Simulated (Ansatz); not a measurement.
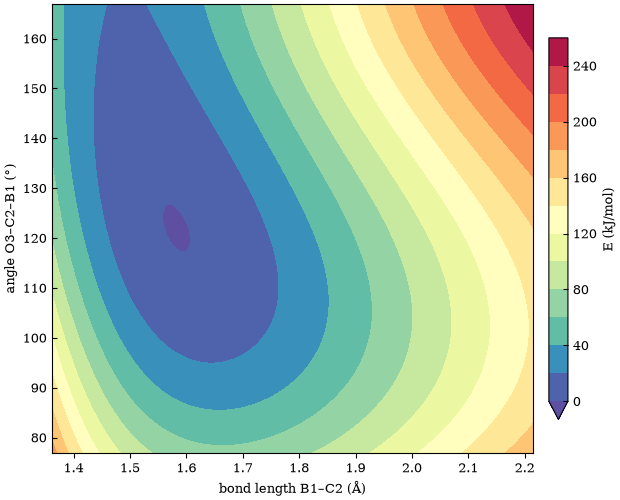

CHBO, SMILES B#CO. 
- First axis: bond length B1–C2. Second axis: angle O3–C2–B1.
- Nothing is relaxed (all other coordinates rigid).
- Grid: 15 × 15 points.
- Points are written as (first, second).
- Energies: kJ/mol, counted from the lowest grid point.
- Method: Ansatz, RHF/def2-TZVP.

In the figure: filled contours. Between grid points the surface is interpolated.

The lowest grid point is at (1.605 Å, 121.9°). No other kind of well shows on this grid. The highest grid point, (2.215 Å, 166.9°), lies 257 kJ/mol above the lowest.

The level of theory is changed to RKS r2SCAN-D4/def2-TZVP (Ansatz); with it change the reference geometry, relaxed at the new level; the new grid has 13 × 13 points, laid about the new relaxed structure.

What will the new map look like?

Answer. The minimum (interpolated where it lies between grid points) moves from about (1.582 Å, 122°) to about (1.454 Å, 140°). The curvature at the minimum changes from about 22 to 29 eV/Å² along bond length B1–C2 and from about 1.9 to 2.8 eV/rad² along angle O3–C2–B1.

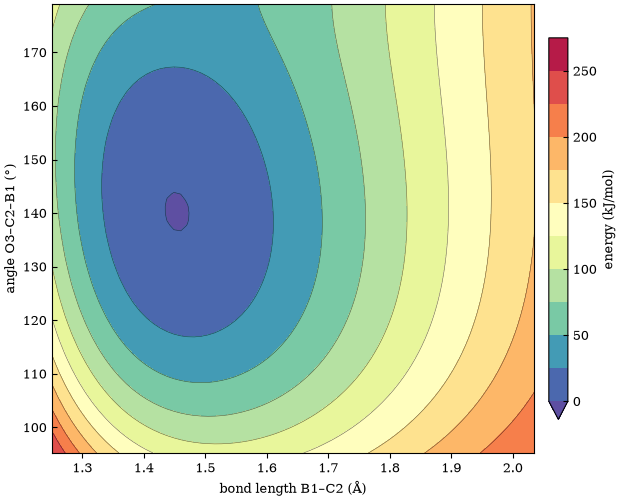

The map after the change, on a colour scale of its own. The picture shows filled contours. Between grid points the surface is interpolated.
